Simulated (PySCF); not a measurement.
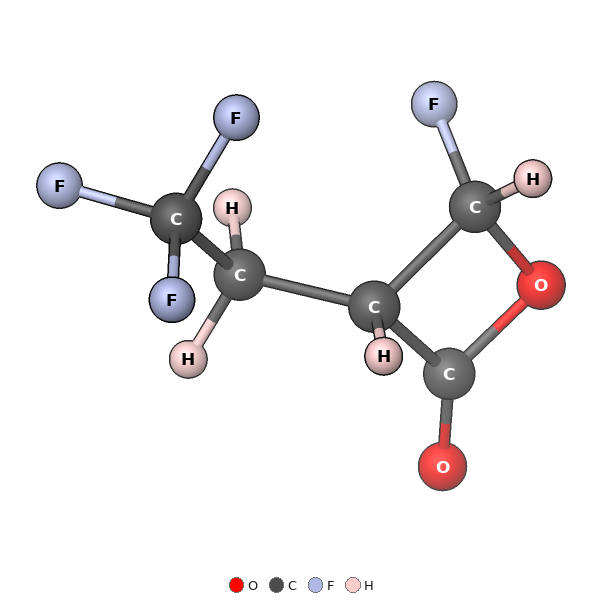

Distant atoms are faded towards the background colour. The geometry was computed by an optimisation with PBE0-D3(BJ)/def2-SVP. No frequency run is at hand to confirm it as a minimum.

> Which symmetry elements does this geometry have?

It has no symmetry element but the identity, so the point group is C1. The group has 1 operation. The geometry is chiral, and symmetry allows a dipole moment.
